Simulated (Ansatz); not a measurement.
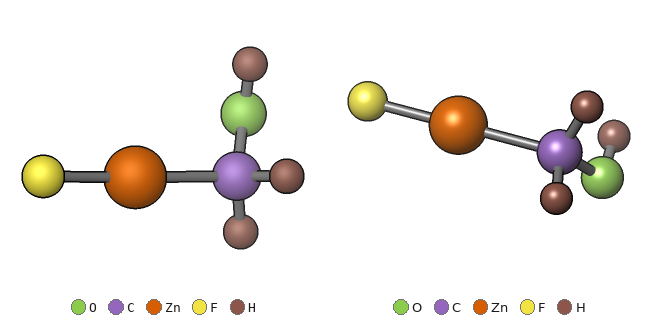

The same structure drawn twice, from different directions.

Computed geometry: PBE0-D4/def2-TZVP optimisation.

Describe the molecule.

The molecule is CH3FOZn. SMILES: `O[CH2][Zn][F]`. Among its groups: alcohol. This geometry has C1 symmetry. Coordination: 1 O bent; 1 C tetrahedral; 1 Zn linear.

More results for the same structure follow; atom numbers are the same in all pictures, views and colours differ.

### Shape

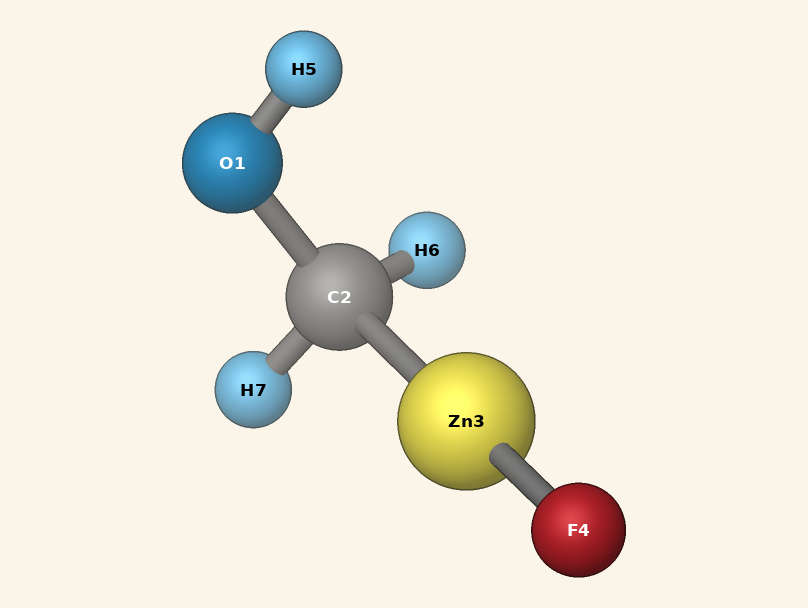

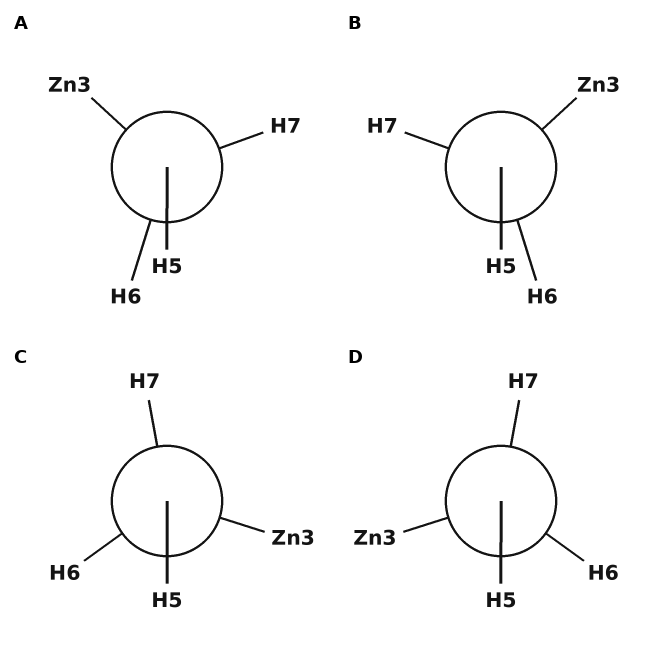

Atoms fade into the background with distance from the viewer. Bonds that would overlap in a projection are set slightly apart.

**Which Newman projection shows the view along O1–C2, with O1 in front?**

D. The torsion angle H5–O1–C2–Zn3 is 72°, synclinal (gauche).

### Electronic properties

Method: RKS BLYP-D4/def2-TZVPP (Ansatz 0.2.0).

Predict the main results.

- HOMO energy (Kohn–Sham orbital): −5.92 eV
- LUMO energy (Kohn–Sham orbital): −1.53 eV
- HOMO–LUMO gap: 4.39 eV
- dispersion correction: −20.1 kJ/mol

### Vibrations

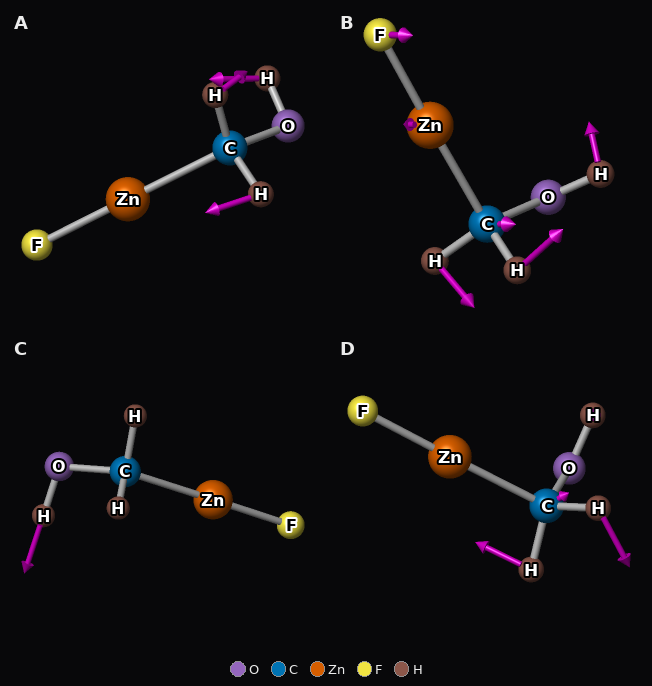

4 normal modes of one molecule or complex, as arrows. Harmonic vibrations computed with RKS PBE0-D4/def2-TZVP (Ansatz 0.2.0) at a stationary point of the same level.

**Match the panels to the wavenumbers 135 cm⁻¹, 694 cm⁻¹, 1141 cm⁻¹, 3881 cm⁻¹.**

A: 1141 cm⁻¹, angle bending
B: 135 cm⁻¹
C: 3881 cm⁻¹, O–H stretching
D: 694 cm⁻¹, H–C–Zn bending

### Thermal motion

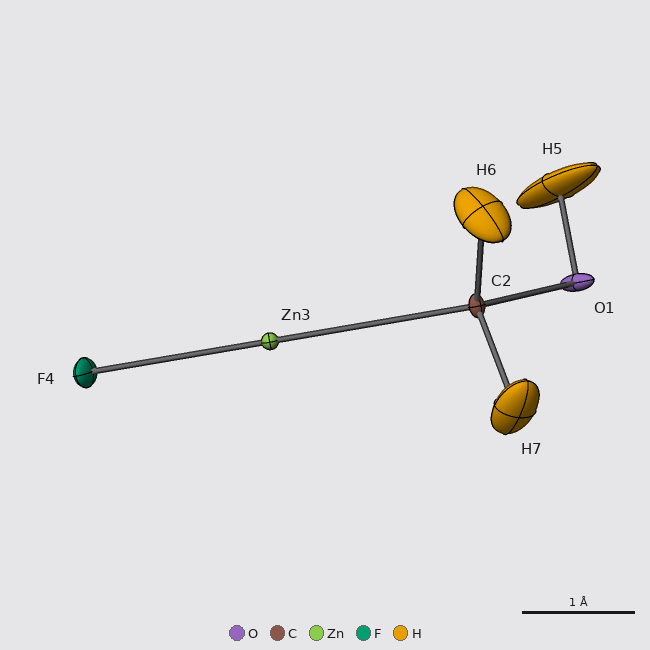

Displacement ellipsoids at the 50 % level, from the internal vibrations of the free molecule (harmonic, no overall translation or rotation; no half-axis is drawn under 0.075 Å). Vibrations computed with RKS PBE0-D4/def2-TZVP (Ansatz 0.2.0). Temperature: 298 K.

Give the displacement parameters, one line for each set of equivalent atoms.

| atom | U_eq (Å²) | rms amplitudes (Å) |
| --- | --- | --- |
| O1 | 0.0056 | 0.020, 0.043, 0.120 |
| C2 | 0.0032 | 0.047, 0.050, 0.069 |
| Zn3 | 0.0018 | 0.019, 0.044, 0.055 |
| F4 | 0.0088 | 0.039, 0.086, 0.132 |
| H5 | 0.0417 | 0.072, 0.130, 0.321 |
| H6 | 0.0237 | 0.087, 0.136, 0.212 |
| H7 | 0.0228 | 0.087, 0.130, 0.210 |

### Dipole moment

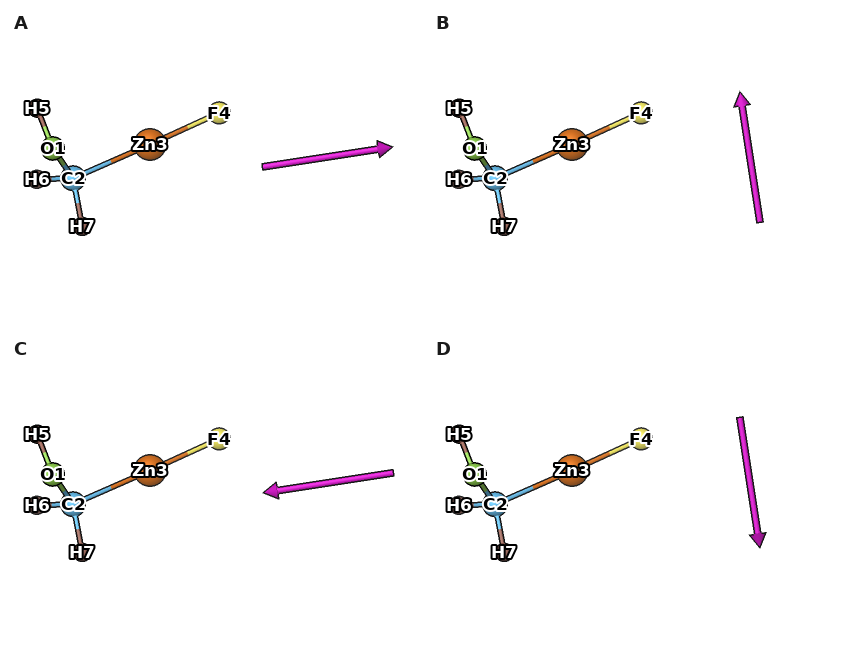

The same molecule four times, each with an arrow. Method: RKS PBE0-D4/def2-TZVP (Ansatz 0.2.0).

**Which arrow points along the dipole moment, from the negative to the positive end?**

C. The dipole moment is 2.68 D; it points from the side of F4 to the side of H6 (the outermost atoms at the two ends).
